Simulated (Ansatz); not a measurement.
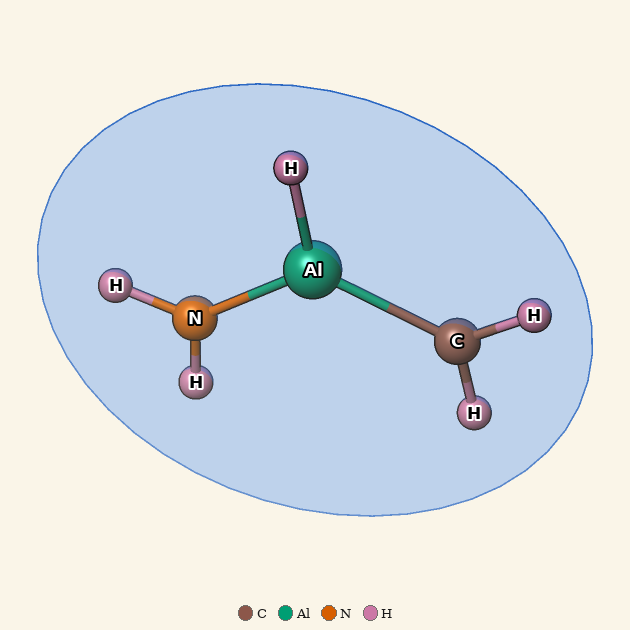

All proper rotation axes (lines) and mirror planes (discs) of the structure are drawn in. Depth is shown by fading: the farther an atom, the more it takes the colour of the background. State: neutral, doublet. The geometry was computed by an optimisation with PBE-D4/def2-SVP. No frequency run is at hand to confirm it as a minimum.

> Name the symmetry elements and the point group.

It has 1 mirror plane. Point group Cs. The group has 2 operations. The geometry is achiral, and symmetry allows a dipole moment.
